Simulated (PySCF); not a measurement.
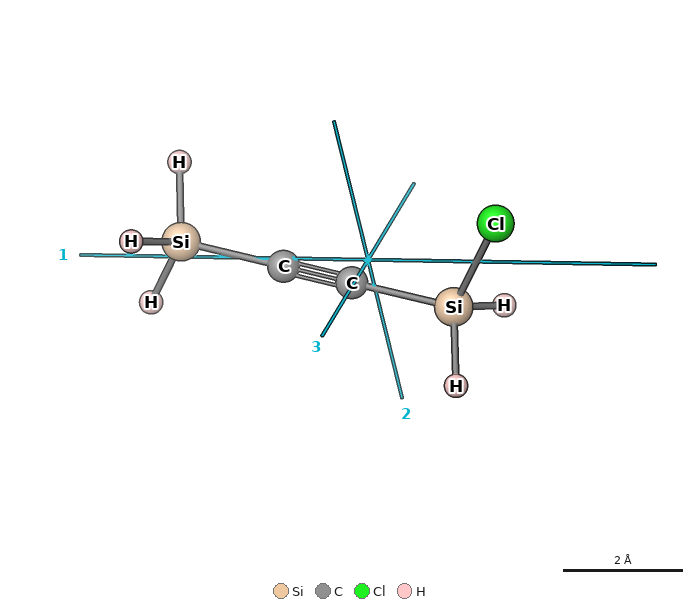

The three principal axes of inertia are drawn and numbered. Depth is shown by fading: the farther an atom, the more it takes the colour of the background. The geometry was computed by an optimisation with PBE0-D3(BJ)/def2-SVP. No frequency run is at hand to confirm it as a minimum. Masses are those of the most abundant isotopes; constants are for the rigid equilibrium geometry.

Question: Which line is the a axis (least moment of inertia), which b and which c?

Answer: a is line 1, b is line 2, c is line 3; the moments are 66.5, 680, 734 u Å².

Question: Classify the rotor and give the rotational constants (cm⁻¹).

Answer: An asymmetric top (Cs): A = 0.253, B = 0.0248, C = 0.0230 cm⁻¹. Ray's parameter κ is −0.98, close to the prolate limit.
